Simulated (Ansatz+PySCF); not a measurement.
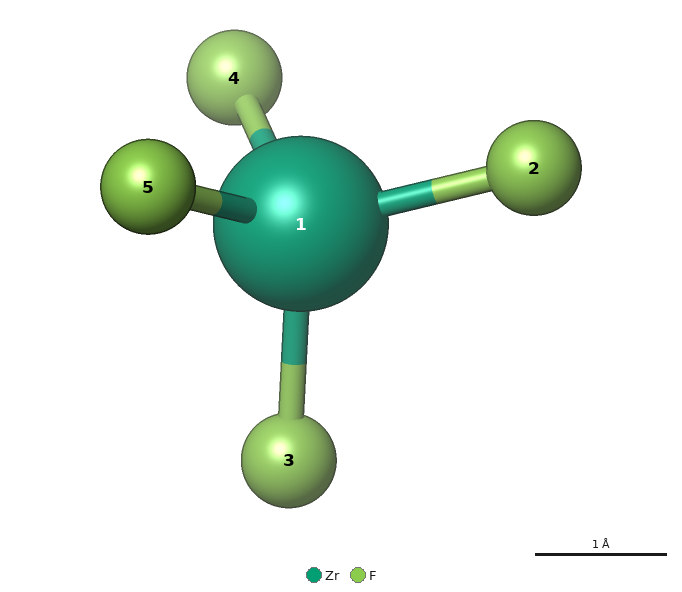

Source: calculation with Ansatz+PySCF.

Orthographic view. Depth is shown by fading: the farther an atom, the more it takes the colour of the background. Charge 0, singlet. Geometry: a fixed input geometry, not necessarily a minimum.

Give the distance matrix in Å.

```tsv
atom	Zr1	F2	F3	F4	F5
Zr1	0.00				
F2	1.91	0.00			
F3	1.89	3.11	0.00		
F4	1.90	3.10	3.10	0.00	
F5	1.89	3.10	3.08	3.09	0.00
```
